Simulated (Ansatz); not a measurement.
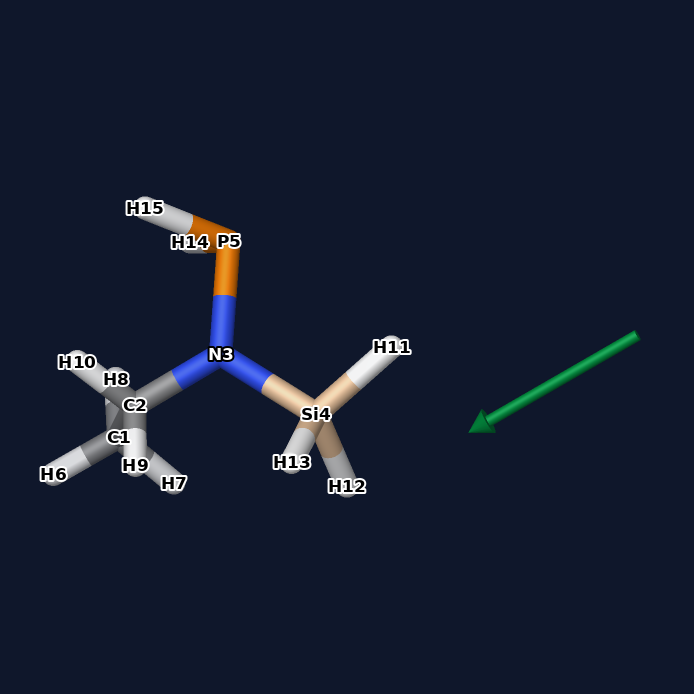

The arrow beside the molecule shows the direction of the dipole moment, from the negative to the positive end (its length means nothing). The computed structure is the end point of a PBE0-D4/def2-TZVP optimisation. No frequency run is at hand to confirm it as a minimum. Method: RKS B3LYP-D4/def2-TZVPP (Ansatz 0.2.0).

### Estimate the dipole moment.

1.53 D; it points from the side of H11 to the side of H6 (the outermost atoms at the two ends).
